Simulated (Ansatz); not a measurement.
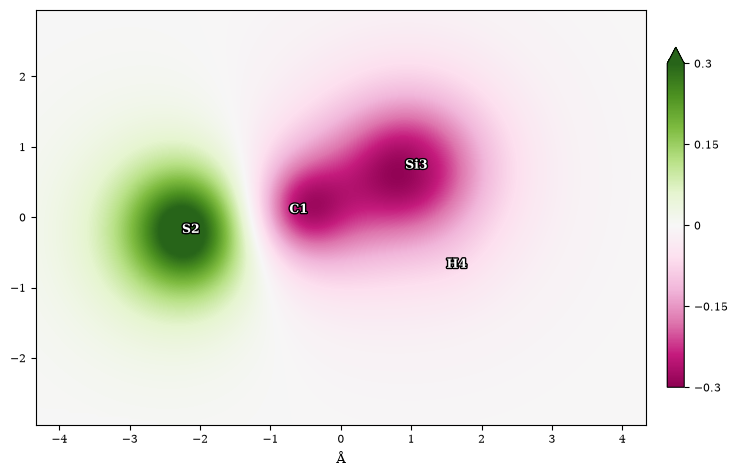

Figure. CHSSi (doublet). The LUMO (β) on a plane 0.8 Å above the molecular plane (values in Å⁻³ᐟ²; the overall sign is arbitrary).

Geometry: r2SCAN-D4/def2-SVP.

Computed with isolated molecule in a Gaussian basis; Kohn-Sham density functional theory, functional PBE0 (Ansatz 0.2.0).

> Describe this orbital and give its energy.

It lies mainly on Si3 (about 45 %), S2 (about 30 %) and C1 (about 20 %); it changes sign across the molecular plane (π type); π-bonding across C1–Si3; π-antibonding (a node) across C1–S2. Its energy is −3.56 eV.
